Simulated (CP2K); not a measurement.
**PM3 run of C2H6Cl2Si2 (SMILES C=C[SiH2][SiH](Cl)Cl)**

Aim: the energy change on altering one bond length of C2H6Cl2Si2 at PM3, from 2 runs. 

Program for the calculation: CP2K 2026.2.

## Step 1: The structure to begin with

The species is C2H6Cl2Si2 (12 atoms), meant as a singlet with charge 0. SMILES: `C=C[SiH2][SiH](Cl)Cl`. The shape comes from a force field and isn't a relaxed structure. This is one conformer, not always the lowest.

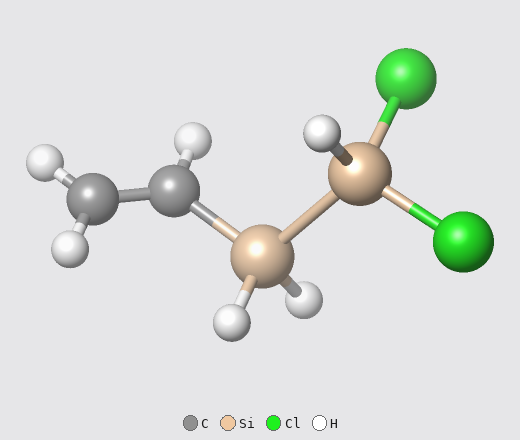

Viewed from a chosen angle; carbon grey, silicon light orange, chlorine green, hydrogen white.

## Step 2: Energy and gradient at PM3

Contents of calc.inp:

```
&GLOBAL
 PROJECT_NAME calc
 RUN_TYPE ENERGY_FORCE
 PRINT_LEVEL MEDIUM
&END

&FORCE_EVAL
 METHOD QS
 &DFT
  CHARGE 0
  MULTIPLICITY 1
  &QS
   METHOD PM3
   EPS_DEFAULT 1.0E-10
   &SE
    &COULOMB
     CUTOFF [angstrom] 50
     RC_RANGE [angstrom] 0
    &END
    &EXCHANGE
     CUTOFF [angstrom] 50
     RC_RANGE [angstrom] 0
    &END
   &END
  &END
  &POISSON
   PERIODIC NONE
   POISSON_SOLVER ANALYTIC
  &END
  &SCF
   SCF_GUESS ATOMIC
   EPS_SCF 1.0E-06
   MAX_SCF 40
   &OT ON
    MINIMIZER CG
    PRECONDITIONER FULL_SINGLE_INVERSE
   &END
   &OUTER_SCF
    EPS_SCF 1.0E-06
    MAX_SCF 10
   &END
  &END
  &PRINT
   &MOMENTS
    PERIODIC F
    REFERENCE COM
    MAX_MOMENT 1
   &END
   &MO_CUBES
    NLUMO 3
    NHOMO -1
    WRITE_CUBE F
   &END
   &HIRSHFELD OFF
   &END
  &END
 &END
 &SUBSYS
  &CELL
   ABC [angstrom] 13 13.2 11.2
   PERIODIC NONE
  &END
  &COORD
   C     -1.546400    -1.858300     0.429900
   C     -0.845400    -1.051200    -0.348800
   Si     0.822800    -0.325900    -0.014700
   Si     0.722600     2.023400    -0.006500
   Cl     2.572500     2.873000     0.220100
   Cl     0.022300     2.722600    -1.805000
   H     -2.458400    -2.296400     0.152700
   H     -1.163800    -2.171300     1.432000
   H     -1.263100    -0.793000    -1.349700
   H      1.804500    -0.833100    -1.062200
   H      1.327700    -0.776100     1.261700
   H     -0.177500     2.541100     1.029900
  &END
  &TOPOLOGY
   &CENTER_COORDINATES
   &END
  &END
 &END
 &PRINT
  &FORCES ON
  &END
 &END
&END
```

Command:

```
OMP_NUM_THREADS=1 cp2k.psmp -i calc.inp -o calc.out
```

Log, cut to the lines that bear on the results:

```text
CP2K| version string:                                       CP2K version 2026.2
[...]
 GLOBAL| Method name                                                        CP2K
[...]
 GLOBAL| Run type                                                   ENERGY_FORCE
[...]
                             - Atoms:                                         12
[...]
                             - Spherical basis functions:                     30
[...]
 Number of electrons:                                                         36
[...]
     1 OT CG       0.80E-01    0.0     0.33247760       -33.8018682919 -3.38E+01
[...]
    18 OT CG       0.22E+00    0.0     0.00000079       -40.7743191800 -7.15E-11
  *** SCF run converged in    18 steps ***
  Core-core repulsion energy [eV]:                           2284.64247210672784
  Core Hamiltonian energy [eV]:                             -1647.32552625461176
  Two-electron integral energy [eV]:                        -3493.68519309933345
  Electronic energy [eV]:                                   -3394.16812280427848
  Total energy [eV]:                                        -1109.52565069755065
  Atomic reference energy [eV]:                              1107.15792498992596
  Heat of formation [kcal/mol]:                               -54.60105625952496
[...]
 SE_DIPOLE| Moment [Debye]          1.34409562       2.03343393      -1.61456934
 SE_DIPOLE| Derivative [a.u.]       0.00000000       0.00000000       0.00000000
 *** WARNING in qs_scf_post_se.F:140 :: Printing of MO cube files not ***
 *** implemented for Semi-Empirical method.                           ***
 ENERGY| Total FORCE_EVAL ( QS ) energy [hartree]            -40.774319180043747
 FORCES| Atomic forces [hartree/bohr]
 FORCES|   Atom     x               y               z               |f|
 FORCES|      1  3.71166007E-02  5.94922800E-03  2.32942802E-02   4.42228318E-02
 FORCES|      2  3.08652818E-03  7.87832804E-03 -1.42884801E-02   1.66058837E-02
 FORCES|      3 -1.12558546E-02 -2.31971580E-02 -1.26283724E-02   2.87102454E-02
 FORCES|      4 -1.06899961E-03  8.61306464E-03 -1.58113844E-03   8.82199759E-03
 FORCES|      5  4.93192875E-03  2.07736115E-03  1.32824586E-03   5.51394483E-03
 FORCES|      6 -1.89418963E-03  2.18120677E-03 -5.57650580E-03   6.28036896E-03
 FORCES|      7 -2.38526630E-02 -9.69797139E-03 -5.71704700E-03   2.63758376E-02
 FORCES|      8 -7.56216016E-03  4.93098968E-03 -1.45752603E-02   1.71446533E-02
 FORCES|      9  4.96951769E-03 -1.70547851E-03  1.01549622E-02   1.14336355E-02
 FORCES|     10 -5.66807632E-03  4.04931229E-03  3.60587960E-03   7.84387576E-03
 FORCES|     11  3.66813125E-03 -2.17595613E-03  1.11650155E-02   1.19518845E-02
 FORCES|     12 -2.47076323E-03  1.09707347E-03  4.81842059E-03   5.52498128E-03
 FORCES| Sum     6.93889390E-17 -5.55111512E-17  6.93889390E-16
[...]
```

Wall time 1.2 s (1 thread of Arm Neoverse N1, shared host); peak memory 0.14 GiB.

## Step 3: The distorted shape, same level

Contents of gas.inp:

```
&global
  project_name gas
  run_type ENERGY_FORCE
  print_level MEDIUM
&end global

&force_eval
  method QUICKSTEP
  &dft
    charge 0
    multiplicity 1
    &qs
      method PM3
      eps_default 1.0E-10
      &se
        &coulomb
          cutoff [angstrom] 50
          rc_range [angstrom] 0
        &end coulomb
        &exchange
          cutoff [angstrom] 50
          rc_range [angstrom] 0
        &end exchange
      &end se
    &end qs
    &poisson
      periodic NONE
      poisson_solver ANALYTIC
    &end poisson
    &scf
      scf_guess ATOMIC
      eps_scf 1.0E-06
      max_scf 40
      &ot ON
        minimizer CG
        preconditioner FULL_SINGLE_INVERSE
      &end ot
      &outer_scf
        eps_scf 1.0E-06
        max_scf 10
      &end outer_scf
    &end scf
    &print
      &moments
        periodic F
        reference COM
        max_moment 1
      &end moments
      &mo_cubes
        nlumo 3
        nhomo -1
        write_cube F
      &end mo_cubes
      &hirshfeld OFF
      &end hirshfeld
    &end print
  &end dft
  &subsys
    &cell
      abc [angstrom] 13 13.2 11.2
      periodic NONE
    &end cell
    &coord
      C     -1.231338    -2.039511     0.067129
      C     -0.530338    -1.232411    -0.711571
      Si     1.137862    -0.507111    -0.377471
      Si     1.037662     1.842189    -0.369271
      Cl     2.887562     2.691789    -0.142671
      Cl     0.337362     2.541389    -2.167771
      H     -2.143338    -2.477611    -0.210071
      H     -0.848738    -2.352511     1.069229
      H     -0.948038    -0.974211    -1.712471
      H      2.119562    -1.014311    -1.424971
      H      1.642762    -0.957311     0.898929
      H     -0.177500     2.541100     1.029900
    &end coord
    &topology
      &center_coordinates
      &end center_coordinates
    &end topology
  &end subsys
  &print
    &forces ON
    &end forces
  &end print
&end force_eval
```

Command:

```
OMP_NUM_THREADS=1 cp2k.psmp -i gas.inp > gas.out 2>&1
```

Log, cut to the lines that bear on the results:

```text
CP2K| version string:                                       CP2K version 2026.2
[...]
 GLOBAL| Method name                                                        CP2K
[...]
 GLOBAL| Run type                                                   ENERGY_FORCE
[...]
                             - Atoms:                                         12
[...]
                             - Spherical basis functions:                     30
[...]
 Number of electrons:                                                         36
[...]
     1 OT CG       0.80E-01    0.0     0.33375070       -33.8537602424 -3.39E+01
[...]
    19 OT CG       0.15E+00    0.0     0.00000057       -40.7277597246 -4.33E-11
  *** SCF run converged in    19 steps ***
  Core-core repulsion energy [eV]:                           2269.83373634720510
  Core Hamiltonian energy [eV]:                             -1646.47392504444088
  Two-electron integral energy [eV]:                        -3463.23702957513615
  Electronic energy [eV]:                                   -3378.09243983200849
  Total energy [eV]:                                        -1108.25870348480362
  Atomic reference energy [eV]:                              1107.15792498992596
  Heat of formation [kcal/mol]:                               -25.38455714466464
[...]
 SE_DIPOLE| Moment [Debye]          1.27076174       2.09657637      -1.50797205
 SE_DIPOLE| Derivative [a.u.]       0.00000000       0.00000000       0.00000000
 *** WARNING in qs_scf_post_se.F:140 :: Printing of MO cube files not ***
 *** implemented for Semi-Empirical method.                           ***
 ENERGY| Total FORCE_EVAL ( QS ) energy [hartree]            -40.727759724657091
[...]
```

Wall time 1.2 s (1 thread of Arm Neoverse N1, shared host); peak memory 0.14 GiB.

## Step 4: Results

At PM3:

| quantity | value |
| --- | --- |
| first shape: total energy | -40.77432 Eh |
| first shape: dipole moment | 2.92 D |
| first shape: heat of formation at this unrelaxed shape | -54.6 kcal/mol |
| first shape: largest force on an atom | 2.274 eV/Å |
| distorted shape: total energy | -40.72776 Eh |
| distorted shape: dipole moment | 2.88 D |
| distorted shape: heat of formation at this unrelaxed shape | -25.4 kcal/mol |
| distorted shape: largest force on an atom | 3.885 eV/Å |
| energy change with the Si4–H12 bond stretched from 1.467 to 1.981 Å | 1.267 eV |

In words: With the Si4–H12 bond stretched from 1.467 to 1.981 Å the energy rises by 1.27 eV (122 kJ/mol). The first shape isn't relaxed at this level, so the change isn't measured from a minimum. The largest force (first shape) is 2.27 eV/Å: the shape isn't a stationary point for this species at this level.
